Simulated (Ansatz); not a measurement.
## Lattice dynamics of Na2Y (built on the sites of a database entry of LuAg2)

Aim: the vibrations of Na2Y (built on the sites of a database entry of LuAg2), their spectra, and whether the structure is stable.

Method: DFT PBE+D3(BJ), scalar-relativistic, plane waves, PAW, in Ansatz 0.2.0.

The structure was built from a prototype and need not be the compound's stable phase.

## (1) The structure

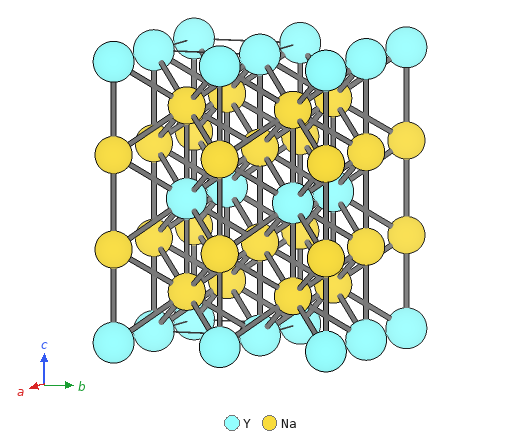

Start, viewed slightly off an axis; yttrium light teal, sodium yellow. 2×2×1 cells are drawn. This picture shows the conventional cell, with its axes. Some periodic images of atoms are drawn too.

## (2) Coarse relaxation

The start is far from rest, so a relaxation with loose tolerances brings it close first.

The input, input.yaml:

```yaml
crystal:
  lattice:
    - [-1.93733, 1.93733, 4.82217]
    - [1.93733, -1.93733, 4.82217]
    - [1.93733, 1.93733, -4.82217]
  atoms:
    - { symbol: "Y", position: [0.0, 0.0, 0.0] }
    - { symbol: Na, position: [0.66838966, 0.66838966, 0.0] }
    - { symbol: Na, position: [0.33161034, 0.33161034, 0.0] }
kpoints:
  mp_grid: { grid: [8, 8, 8] }
hamiltonian:
  xc: pbe
  dispersion: d3bj
scf:
  occupations: { method: gaussian, width: 0.1 }
output:
  forces: true
  stress: true
  eigenvalues: true
relax:
  adjacent_minimum: "off"
  f_tol: 0.05
  max_steps: 80
  cell: { stress_tol: 0.5 }
```

Command:

```sh
ansatz run input.yaml --threads 8 --pin off --max-ram 14336MiB --backend cpu --events-out ev --progress --plain --runs-dir out
```

Numbers of over 12 decimals in the logs are rounded to 6 here.

Output:

```text
The last accepted step is kept in <dir> (removed where the run ends without a failure and the disk answers)
[...]
F+E_penalty+E_count = -6821.48728188 eV   max|allowed force component| = 1.432e-2 eV/Å   (the final SCF, on the basis selected at the relaxed cell)
  cell:  # Å, volume = 96.2015 Å³
    - [-1.678190, 1.678190, 8.539633]
    - [1.678190, -1.678190, 8.539633]
    - [1.678190, 1.678190, -8.539633]
  atoms:
    - { symbol: Y, position: [9.967773080070598e-19, 9.967773080070602e-19, 0] }
    - { symbol: Na, position: [0.666512, 0.666512, 0] }
    - { symbol: Na, position: [0.333488, 0.333488, 0] }
[key lines of the parts left out:]
SCF converged after 6 iterations
Free energy (F): -6821.487282 eV
Fermi energy:    4.827024 eV
P = ⅓ Tr σ = 0.0058 GPa (0.058 kbar)
```

It took 16 s on 8 threads of Arm Neoverse V2, shared host; peak memory 0.5 GiB.

The steps of the relaxation (22 of 25):

```csv
step,energy less that of the first step (eV),largest force component (eV/Å),pressure (GPa),volume (Å³)
1,0.0000,0.2751,7.91,72.40
2,-0.3223,0.1238,4.18,79.74
3,-0.4841,0.0801,2.13,85.30
4,-0.5742,0.0420,0.81,89.52
6,-0.6372,0.0144,-0.52,93.00
7,-0.6406,0.0103,0.40,89.33
8,-0.6423,0.0006,0.00,90.60
9*,-0.6785,0.0003,0.59,90.60
10,-0.7010,0.0056,0.36,91.71
11,-0.7304,0.0094,0.18,92.62
12,-0.7652,0.0501,0.12,92.72
14,-0.8351,0.0790,0.10,92.00
15,-0.8729,0.0064,0.25,91.14
16,-0.8902,0.0092,0.22,90.59
17,-0.6501,0.7744,2.27,89.60
18,-0.8912,0.0019,0.01,91.26
19*,-0.9402,0.0030,0.72,91.26
20,-0.9553,0.0046,0.54,92.28
22,-0.9895,0.0021,0.17,94.83
23,-0.9976,0.0030,0.05,95.86
24,-0.9982,0.0144,-0.02,96.20
25*,-0.9992,0.0143,0.01,96.20
```

Relaxation steps marked * repeat the geometry before them on a plane-wave basis chosen anew for their cell, so energy and pressure can jump there. Other such steps can lie between the rows shown. Relaxation step 17 was tried and not accepted.

The run keeps the 16 symmetry operations that it works with, so distortions that break them were not tested.

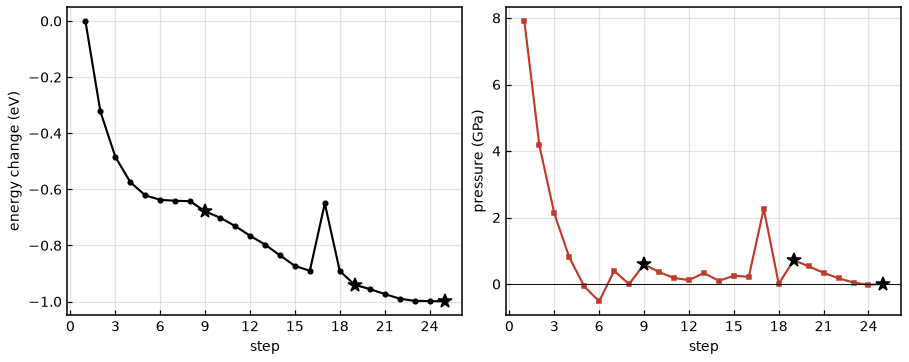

Energy and pressure along the relaxation. Stars mark steps on a basis chosen anew.

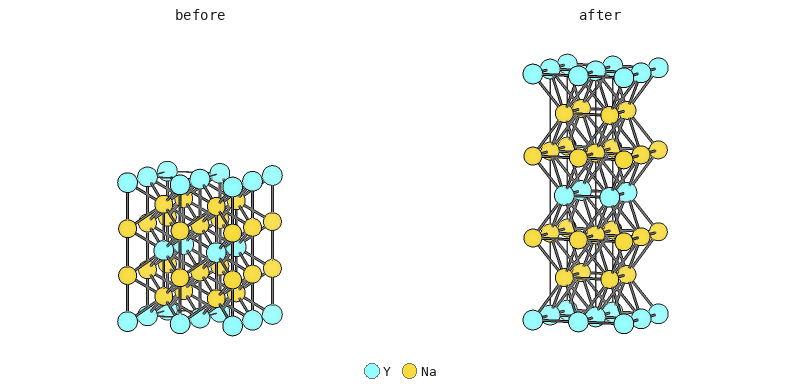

The structure before and after the relaxation, drawn at the same scale.

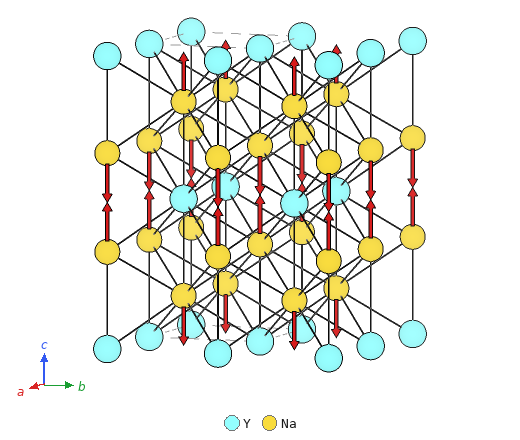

Displacements in the relaxation, exaggerated, measured against the changing cell; the longest in the cell stands for 0.03 Å. 2×2×1 conventional cells are drawn. Some periodic images of atoms are drawn too.

```csv
cell as run,before,after,change
a (Å),5.546,8.863,+59.8 %
b (Å),5.546,8.863,+59.8 %
c (Å),5.546,8.863,+59.8 %
α (°),139.11,158.17,+13.7 %
β (°),139.11,158.17,+13.7 %
γ (°),59.21,31.06,-47.5 %
volume (Å³/atom),24.13,32.07,+32.9 %
```

The atoms that moved most (Å, as changes of fractional coordinates times the final cell):

```csv
atom,dx,dy,dz,length
Na3,0.000,0.000,0.032,0.032
Na2,0.000,0.000,-0.032,0.032
```

The relaxed structure:

```
Y Na
1.0
    -1.67819    1.67819    8.53963
     1.67819   -1.67819    8.53963
     1.67819    1.67819   -8.53963
Y Na
1 2
Direct
  0.00000 0.00000 0.00000
  0.66651 0.66651 0.00000
  0.33349 0.33349 0.00000
```

Numbers from this step:

| Item | Value |
| --- | --- |
| pressure | 0.005846 GPa |
| volume per atom | 32.07 Å³ |
| gap on the k-mesh | 0 eV |

In this step the volume went from 24.13 to 32.07 Å³/atom.

## (3) Bringing the structure to rest

Harmonic phonons are second derivatives at a point where the forces vanish, and they are wanted at zero stress, so atoms and cell are relaxed first.

The input, input.yaml:

```yaml
crystal:
  lattice:
    - [-1.6781903445, 1.6781903445, 8.5396333351]
    - [1.6781903445, -1.6781903445, 8.5396333351]
    - [1.6781903445, 1.6781903445, -8.5396333351]
  atoms:
    - { symbol: "Y", position: [0.0, 0.0, 0.0] }
    - { symbol: Na, position: [0.6665123068, 0.6665123068, 0.0] }
    - { symbol: Na, position: [0.3334876932, 0.3334876932, 0.0] }
kpoints:
  mp_grid: { grid: [18, 18, 18] }
hamiltonian:
  xc: pbe
  dispersion: d3bj
scf:
  occupations: { method: gaussian, width: 0.1 }
output:
  forces: true
  stress: true
  eigenvalues: true
  write_density: true
  write_potential: true
  elf: true
  volumetric_format: npy
relax:
  adjacent_minimum: "off"
  f_tol: 0.005
  max_steps: 80
  cell: { stress_tol: 0.05 }
```

Output:

```text
[...]
Crystal: 3 atoms, lattice volume = 96.201 Å³
Basis set: ecut = 420 eV, 1873 PW (Γ), FFT grids on a1−a2, a2, a1+a3, exchange–correlation on 64×120×48 points (8 copies of the dense FFT grid, shifted against one another)
Bands: 19, of which v1, the nominal top of the filled ones, is band 15 counted from 1 (14 counted from 0)
Symmetry: 16 space group operations
[...]
k-points: 480 of 5832
[...]
SCF iter   1: F=—  HF=-6821.493301 eV  |F-HF|=—  |Δ(HF+E_count)|=         —  Δρ=3.64e-3  dr2=7.97e-2  ethr=1.77e-3  ⟨swp⟩=5.2  Hψ=38770  notcnv=0
[...]
SCF iter   7: F=-6821.485618 eV  HF=-6821.485618 eV  |F-HF|=1.63e-8  |Δ(HF+E_count)|=   1.07e-7  Δρ=5.15e-6  dr2=5.79e-8  ethr=3.45e-10  ⟨swp⟩=8.9  Hψ=52668  notcnv=0
SCF 1 converged in 7 iterations: F = -6821.485618 eV  dr2 = 5.79e-8
  Residual-converged pass: ⟨swp⟩=1.0  Hψ=11044  notcnv=0  max |occ|·‖R‖ = 7.0e-9 eV (tolerance 1.0e-8 eV)  dr2=5.79e-8  dr2_onsite=1.98e-10  max |Δocc| = 2.4e-10
[...]
relax step   1: F+E_penalty+E_count = -6821.48561762 eV  Δ(F+E_penalty+E_count) = +0.000e0 eV  max|allowed force component| = 1.598e-2 eV/Å  Δτ_max = 0.0000 Å  P = -0.074 GPa  Ω = 96.201 Å³  (7 SCF iters, dr2 threshold 1.00e-7 eV, accepted)
Crystal: 3 atoms, lattice volume = 96.002 Å³
Basis set: ecut = 420 eV, 1865 PW (Γ), FFT grids on a1−a2, a2, a1+a3, exchange–correlation on 64×120×48 points (8 copies of the dense FFT grid, shifted against one another)
[...]
SCF iter   5: F=-6821.485909 eV  HF=-6821.485909 eV  |F-HF|=1.66e-8  |Δ(HF+E_count)|=   3.74e-8  Δρ=4.01e-6  dr2=2.34e-8  ethr=1.35e-10  ⟨swp⟩=7.1  Hψ=52630  notcnv=0
SCF 2 converged in 5 iterations: F = -6821.485909 eV  dr2 = 2.34e-8
relax step   2: F+E_penalty+E_count = -6821.48590926 eV  Δ(F+E_penalty+E_count) = -2.916e-4 eV  max|allowed force component| = 8.758e-3 eV/Å  Δτ_max = 0.0039 Å  P = -0.023 GPa  Ω = 96.002 Å³  energy of the carried Pulay correction = +3.234e-6 eV  (5 SCF iters, dr2 threshold 3.92e-8 eV, accepted)
Crystal: 3 atoms, lattice volume = 95.902 Å³
[...]
SCF iter   6: F=-6821.486149 eV  HF=-6821.486149 eV  |F-HF|=2.35e-9  |Δ(HF+E_count)|=   1.83e-8  Δρ=1.90e-6  dr2=6.27e-9  ethr=3.64e-11  ⟨swp⟩=5.8  Hψ=53890  notcnv=0
SCF 3 converged in 6 iterations: F = -6821.486149 eV  dr2 = 6.27e-9
relax step   3: F+E_penalty+E_count = -6821.48614936 eV  Δ(F+E_penalty+E_count) = -2.401e-4 eV  max|allowed force component| = 3.515e-3 eV/Å  Δτ_max = 0.0086 Å  P = +0.027 GPa  Ω = 95.902 Å³  energy of the carried Pulay correction = +4.854e-6 eV  (6 SCF iters, dr2 threshold 1.06e-8 eV, accepted)
[...]
relax step   4: F+E_penalty+E_count = -6821.48618740 eV  Δ(F+E_penalty+E_count) = -3.803e-5 eV  max|allowed force component| = 2.596e-4 eV/Å  Δτ_max = 0.0008 Å  P = +0.012 GPa  Ω = 95.971 Å³  energy of the carried Pulay correction = +3.736e-6 eV  (5 SCF iters, dr2 threshold 1.17e-8 eV, accepted)
[...]
SCF iter   5: F=-6821.486184 eV  HF=-6821.486184 eV  |F-HF|=1.82e-12  |Δ(HF+E_count)|=  2.91e-11  Δρ=7.34e-8  dr2=7.79e-12  ethr=1.00e-12  ⟨swp⟩=5.0  Hψ=33614  notcnv=0
SCF 5 converged in 5 iterations: F = -6821.486184 eV  dr2 = 7.79e-12
relax step   5: F+E_penalty+E_count = -6821.48618434 eV  Δ(F+E_penalty+E_count) = +3.059e-6 eV  max|allowed force component| = 2.568e-4 eV/Å  Δτ_max = 0.0000 Å  P = +0.012 GPa  Ω = 95.971 Å³  stress off target by 2.94e-2 GPa  SCF on the basis re-selected at this cell (its energy is not comparable with the rows above)  (5 SCF iters)
basis re-selected at this cell: Δ(F+E_penalty+E_count) = +3.059e-6 eV, ΔP = +0.000 GPa vs the last step (what re-selecting the basis moved, of the pressure what is left beyond the Pulay correction that the steps carried, after the strain that the cell walked since its last selection, with what the two solves' SCF thresholds leave and, on support functions, any second-order correction that the steps lacked; it is no m [...]
SCF converged after 5 iterations
Free energy (F): -6821.486184 eV
[...]
Internal energy: -6821.471389 eV  (E = F + TS)
E sigma→0 (E₀):  -6821.478786 eV
Entropy (-TS):   -0.014796 eV (-4.932 meV/atom)
Fermi energy:    4.865622 eV
[...]
--- Forces (eV/Å), atoms counted from 1 ---
  atom   1  Y      0.00000000     0.00000000     0.00000000
  atom   2  Na     0.00000000     0.00000000    -0.00025682
  atom   3  Na    -0.00000000     0.00000000     0.00025682
  max |Σ_I F_I| component: 1.30e-18 eV/Å
--- Stress (GPa, compression-positive) ---
        0.003038       0.000000      -0.000000
        0.000000       0.003038       0.000000
       -0.000000       0.000000       0.029423
  P = ⅓ Tr σ = 0.0118 GPa (0.118 kbar)
--- Band table (eV; the first three rows and the last of 480) ---
  k-point 0: bands = [... 11 lower, -17.9880, 0.7447, 2.6825, 3.2711, 4.5598, 5.5544, 8.2600, 8.2600]
  k-point 1: bands = [... 11 lower, -18.0031, 0.8497, 2.7839, 3.3209, 4.6414, 5.6132, 8.0150, 8.1146]
  k-point 2: bands = [... 11 lower, -18.0461, 1.1564, 3.0837, 3.4655, 4.8828, 5.7843, 7.6861, 7.7340]
  k-point 479: bands = [... 11 lower, -17.9880, 1.0062, 1.7878, 4.1786, 4.5595, 5.4999, 8.2610, 8.2610]
--- Relaxed structure (4 steps of the walk, 4 accepted, 1 SCFs on fresh bases) ---
[...]
cell:  # Å, volume = 95.9712 Å³
    - [-1.671810, 1.671810, 8.584339]
    - [1.671810, -1.671810, 8.584339]
    - [1.671810, 1.671810, -8.584339]
  atoms:
    - { symbol: Y, position: [0, 0, 0] }
    - { symbol: Na, position: [0.665825, 0.665825, 0] }
    - { symbol: Na, position: [0.334175, 0.334175, 0] }
```

The job ended after 27 s (8 threads; peak memory 1 GiB; 3.5 min of CPU time).

The steps of the relaxation:

```csv
step,energy less that of the first step (eV),largest force component (eV/Å),pressure (GPa),volume (Å³)
1,0.0000,0.0160,-0.07,96.20
2,-0.0003,0.0088,-0.02,96.00
3,-0.0005,0.0035,0.03,95.90
4,-0.0006,0.0003,0.01,95.97
5*,-0.0006,0.0003,0.01,95.97
```

Relaxation steps marked * repeat the geometry before them on a plane-wave basis chosen anew for their cell, so energy and pressure can jump there.

Forces are held to the 16 operations that the run works with; a distortion that breaks them can't arise in this run.

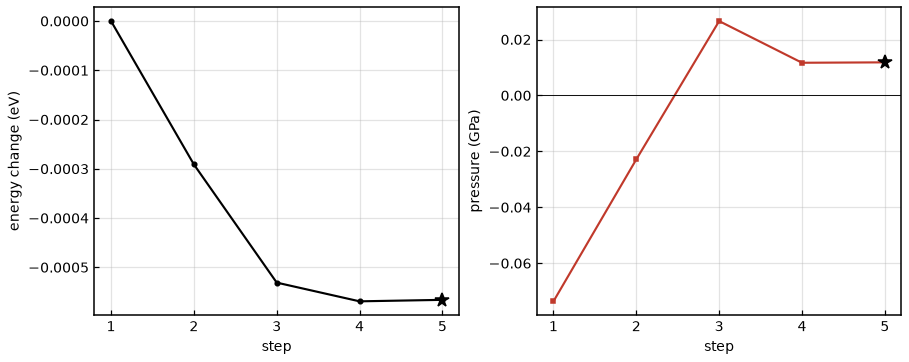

Energy and pressure along the relaxation. Stars mark steps on a basis chosen anew.

```csv
"conventional cell, symmetrised",before,after,change
a (Å),3.356,3.344,-0.4 %
b (Å),3.356,3.344,-0.4 %
c (Å),17.079,17.169,+0.5 %
volume (Å³/atom),32.07,31.99,-0.2 %
```

The atoms that moved most (Å, as changes of fractional coordinates times the final cell):

```csv
atom,dx,dy,dz,length
Na2,0.000,0.000,-0.012,0.012
Na3,0.000,0.000,0.012,0.012
```

The relaxed structure:

```
Y Na
1.0
    -1.67181    1.67181    8.58434
     1.67181   -1.67181    8.58434
     1.67181    1.67181   -8.58434
Y Na
1 2
Direct
  0.00000 0.00000 0.00000
  0.66582 0.66582 0.00000
  0.33418 0.33418 0.00000
```

This step gave:

```yaml
pressure: 0.01183 GPa
volume_per_atom: 31.99 Å³
```

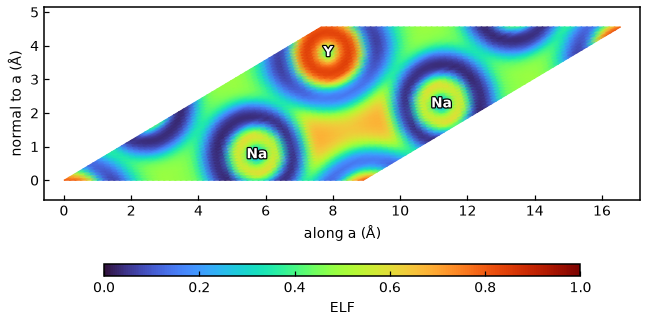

ELF in the ab plane of the cell as run, not the conventional one, at fractional z = 0.000, with atoms of Y and Na within 0.2 Å of it. It is the smooth field of the valence electrons, not physical close to the nuclei. The map starts off the cell's origin, so that atoms lie inside it.

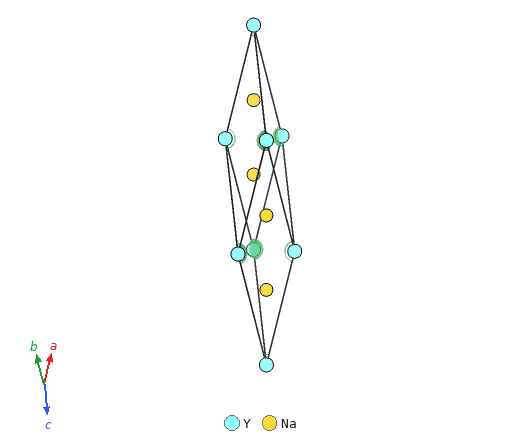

Surface of ELF = 0.77. Drawn on the cell as run, not the conventional one.

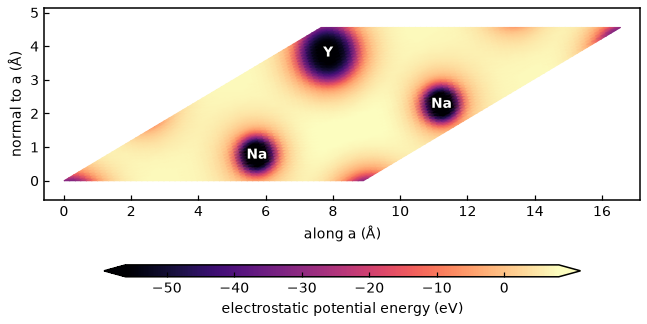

Electrostatic potential energy in the ab plane of the cell as run, not the conventional one, at fractional z = 0.000, with atoms of Y and Na within 0.2 Å of it. With pseudopotentials it is smooth inside the atoms' cores, unlike the true potential. The map starts off the cell's origin, so that atoms lie inside it.

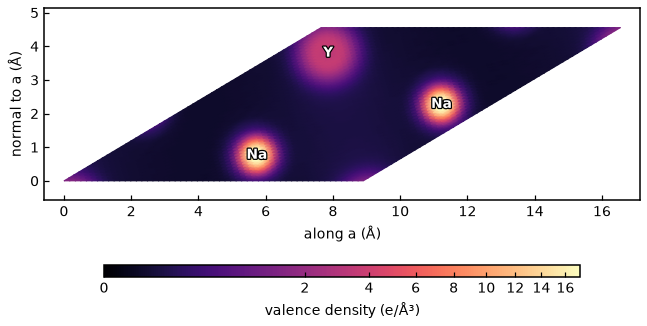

Valence density in the ab plane of the cell as run, not the conventional one, at fractional z = 0.000, with atoms of Y and Na within 0.2 Å of it. It is the smooth field of the valence electrons, not physical close to the nuclei. The map starts off the cell's origin, so that atoms lie inside it. The colour scale is stretched toward low values.

In this step the volume went from 32.07 to 31.99 Å³/atom.

## (4) Relaxing to small forces for the phonons

Phonons need a cell at rest on their own settings, so the relaxation is repeated with tight tolerances on forces and stress, using the mesh and the filling of the phonon run that follows.

The input, input.yaml:

```yaml
crystal:
  lattice:
    - [-1.6718103788, 1.6718103788, 8.5843387908]
    - [1.6718103788, -1.6718103788, 8.5843387908]
    - [1.6718103788, 1.6718103788, -8.5843387908]
  atoms:
    - { symbol: "Y", position: [0.0, 0.0, 0.0] }
    - { symbol: Na, position: [0.6658247553, 0.6658247553, 0.0] }
    - { symbol: Na, position: [0.3341752447, 0.3341752447, 0.0] }
kpoints:
  mp_grid: { grid: [20, 20, 20] }
hamiltonian:
  xc: pbe
  dispersion: d3bj
scf:
  occupations: { method: methfessel_paxton, width: 0.2 }
output:
  forces: true
  stress: true
  eigenvalues: true
relax:
  adjacent_minimum: "off"
  f_tol: 0.001
  max_steps: 60
  cell: { stress_tol: 0.01 }
```

Output:

```text
[...]
Crystal: 3 atoms, lattice volume = 95.971 Å³
Basis set: ecut = 420 eV, 1873 PW (Γ), FFT grids on a1+a3, a2+a3, a3, exchange–correlation on 48×48×120 points (8 copies of the dense FFT grid, shifted against one another)
Bands: 19, of which v1, the nominal top of the filled ones, is band 15 counted from 1 (14 counted from 0)
Symmetry: 16 space group operations
[...]
--- Relaxed structure (4 steps of the walk, 4 accepted, 1 SCFs on fresh bases) ---
[...]
cell:  # Å, volume = 96.0787 Å³
    - [-1.671615, 1.671615, 8.595957]
    - [1.671615, -1.671615, 8.595957]
    - [1.671615, 1.671615, -8.595957]
  atoms:
    - { symbol: Y, position: [0, 0, 0] }
    - { symbol: Na, position: [0.665741, 0.665741, 0] }
    - { symbol: Na, position: [0.334259, 0.334259, 0] }
[key lines of the parts left out:]
SCF converged after 5 iterations
Free energy (F): -6821.479609 eV
Fermi energy:    4.857858 eV
P = ⅓ Tr σ = -0.0043 GPa (-0.043 kbar)
```

The job ended after 26 s (8 threads; peak memory 1.2 GiB; 3.3 min of CPU time).

Step by step:

```csv
step,energy less that of the first step (eV),largest force component (eV/Å),pressure (GPa),volume (Å³)
1,0.0000,0.0010,0.01,95.97
2,0.0000,0.0010,0.01,96.00
3,0.0000,0.0010,0.00,96.07
4,0.0000,0.0008,0.00,96.08
5*,0.0000,0.0008,0.00,96.08
```

Relaxation steps marked * repeat the geometry before them on a plane-wave basis chosen anew for their cell, so energy and pressure can jump there.

Forces are held to the 16 operations that the run works with; a distortion that breaks them can't arise in this run.

```csv
"conventional cell, symmetrised",before,after,change
a (Å),3.344,3.343,-0.0 %
b (Å),3.344,3.343,-0.0 %
c (Å),17.169,17.192,+0.1 %
volume (Å³/atom),31.99,32.03,+0.1 %
```

The relaxed structure:

```
Y Na
1.0
    -1.67162    1.67162    8.59596
     1.67162   -1.67162    8.59596
     1.67162    1.67162   -8.59596
Y Na
1 2
Cartesian
  0.0000 0.0000 0.0000
  0.0000 0.0000 11.4454
  0.0000 0.0000 5.7466
```

Numbers from this step:

```yaml
pressure: -0.004271 GPa
volume_per_atom: 32.03 Å³
```

The largest force component left is 0.82 meV/Å and the pressure is -0.004 GPa, within the tolerances set. The cell now holds 32.03 Å³/atom.

[end of part 1 of 2]

[Logs are printed without paths, hosts, clocks, repeated set-up lines and the standing remarks that a program may print on its own settings, such as how far it seeks lower states.]

[Hosts, paths, dates, database ids (printed as entryN), source tags and the programs' standing remarks are cut or masked in the printed files.]
